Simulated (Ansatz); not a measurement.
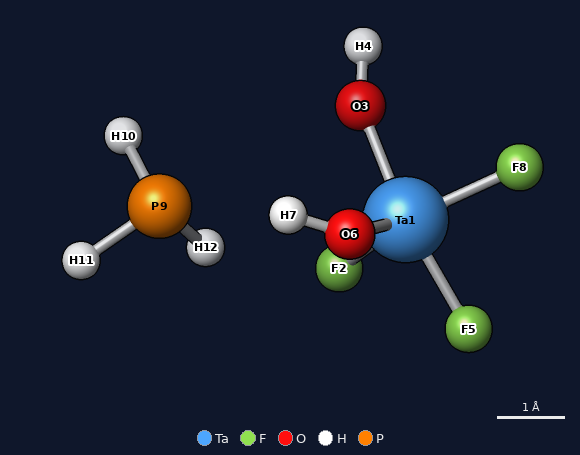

TaPH₅O₂F₃, before the relaxation. A ball-and-stick model, seen at a tilt.

The run prepares an end point of a later path (reaction) calculation, from a guessed geometry.

Computed with RKS PBE/def2-SVP in Ansatz.

Input file:
```yaml
crystal:
  periodic: [false, false, false]
  atoms:
    - { symbol: Ta, position_ang: [-0.230678, -0.313834, -0.145165] }
    - { symbol: F, position_ang: [1.682463, -0.163275, -0.175232] }
    - { symbol: O, position_ang: [-0.114471, -0.626068, 1.734958] }
    - { symbol: H, position_ang: [-0.147203, -1.150518, 2.548471] }
    - { symbol: F, position_ang: [-0.114813, -0.501145, -2.036192] }
    - { symbol: O, position_ang: [-1.116565, 1.349835, -0.135564] }
    - { symbol: H, position_ang: [-0.9231, 2.062519, 0.523236] }
    - { symbol: F, position_ang: [-1.433254, -1.779623, -0.252552] }
    - { symbol: P, position_ang: [1.261763, 2.553071, 1.706639] }
    - { symbol: H, position_ang: [1.7978, 2.168313, 2.982165] }
    - { symbol: H, position_ang: [2.164941, 3.661774, 1.533389] }
    - { symbol: H, position_ang: [2.027918, 1.606751, 0.958348] }
basis:
  gaussian: { orbitals: def2-SVP }
hamiltonian:
  xc: pbe
relax:
  f_tol: 0.03
  max_steps: 50
```

Launched with:
```bash
ansatz run input.yaml --threads 4 --pin off --max-ram 5120MiB --backend cpu --events-out ev --progress --plain --runs-dir out
```

**Predict the outcome.**

F2 moves most after the best rigid fit: 1.90 Å. Largest moves by element: F 1.90 Å, H 1.85 Å, O 1.12 Å, P 0.48 Å, Ta 0.46 Å. Some distances before and after: Ta1–F2 1.919 → 1.902 Å, Ta1–O6 1.885 → 1.875 Å, O6–H7 0.990 → 0.996 Å, P9–H12 1.429 → 1.434 Å. Bond angles that change, for instance: Ta1–O6–H7 123.2° → 130.5°, Ta1–O3–H4 156.0° → 150.0°. Groups turn about Ta1–O6 by about 40°. The energy falls by 18.3 kJ/mol in 22 accepted moves (23 points after the start). The largest force component goes from 0.33 to 0.0093 eV/Å. The line search rejected the trial step at point 3 of the run.

The structure at the end:

```xyz
12

Ta   -0.3984   -0.6691   -0.3835
F     1.0319   -1.6838   -1.1186
O     0.2466   -1.1080    1.3637
H     0.2536   -1.6982    2.1315
F    -1.1996   -0.8239   -2.1059
O    -0.0407    1.1710   -0.4007
H     0.3853    1.7541    0.2858
F    -2.1446   -1.0808    0.2594
P     1.4159    2.9664    1.8976
H     0.9939    2.8880    3.2660
H     1.5045    4.3978    1.8694
H     2.8064    2.7541    2.1777
```

The end point in the same view:

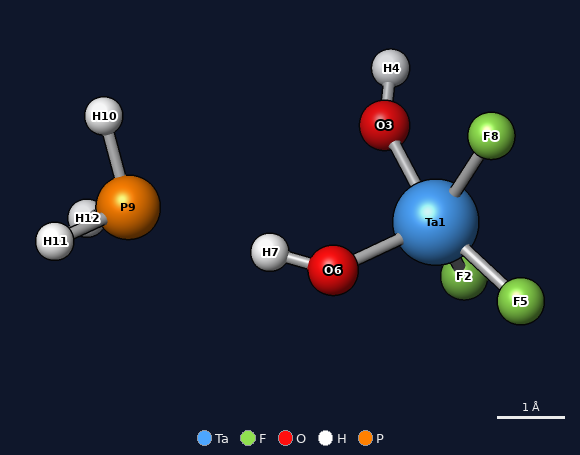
